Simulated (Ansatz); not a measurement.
Fields on a plane of AuSb2 (space group Pa-3)

```
AuSb2
1.0
    6.62458     0.00000     0.00000
    0.00000     6.62458     0.00000
    0.00000     0.00000     6.62458
Sb Au
8 4
Direct
  0.37498   0.12502   0.87498
  0.62502   0.87498   0.12502
  0.12502   0.87498   0.37498
  0.87498   0.12502   0.62502
  0.87498   0.37498   0.12502
  0.12502   0.62502   0.87498
  0.62502   0.62502   0.62502
  0.37498   0.37498   0.37498
  0.00000   0.50000   0.50000
  0.50000   0.50000   0.00000
  0.50000   0.00000   0.50000
  0.00000   0.00000   0.00000
```

The slice is a {100} plane (indices of the conventional cell) through the point (0.500, 0.500, 0.000) (fractional), spanned by u = [100] and v = [010] in vectors of this cell: u (6.62 Å) and v (6.62 Å, at 90° to u). It covers one period; positions are fractions (u, v).

Atoms on it: Au at (0.00, 0.00); Au at (0.50, 0.50). Other atoms lie within 1 Å of the plane.

The numbers are results of LDA (plane waves to 420 eV, PAW, scalar-relativistic; Ansatz, a first-principles code), not measurements. k mesh 6×6×6. These are valence fields of a PAW run, semicore shells included where kept as valence: close to a nucleus they are smooth pseudo fields. AuSb2 was relaxed with its symmetry unable to fall. Spin-orbit coupling is left out, though Au and Sb are heavy.

```
|@%#=-:--=--::...:=#%|
|##+-:--===-:.   .-+#|
|==-:::-==-:.    .:-=|
|::...:----:.    .::-|
|:.   .::-::.   .::-:|
|:.    .::-::...:----|
|:.    .:-===-:::-==-|
|-:.   .-+###+-:--===|
|-::...:=#%@%#=-:--=-|
|---::::=#@@@#=::::--|
|--=--:-=#%@%#=:...::|
|-===--:-+###+-.   .:|
|:-==-:::-===-:.    .|
|:----:...::-::.    .|
|::-::.   .::-::.   .|
|:-::.    .:----:...:|
|==-:.    .:-==-:::-=|
|##+-.   .:-===--:-+#|
|@%#=:...::--=--:-=#%|
|@@#=::::-----::::=#@|
```
Scale: ten equal steps from -1.19 (start of ' ') to 1.18 (end of '@'), in the order ' .:-=+*#%@'. Values: log₁₀ of the valence density in e/Å³. The map has 20 points along u (one character each, u = 0 at the left) and 20 along v (v = 0 in the bottom row). The scale is logarithmic, as a density can span decades between atoms and voids.

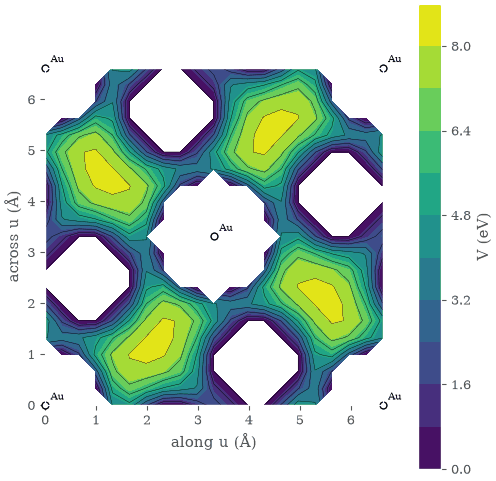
Figure. Electrostatic potential energy of an electron, from the cell's mean, in eV, one period of the plane, atoms marked. Points within 1 Å of a nucleus are left white, as the pseudised field means little there. Values under 0 eV are set to 0. The zero, the cell's mean, hangs on the PAW cores.
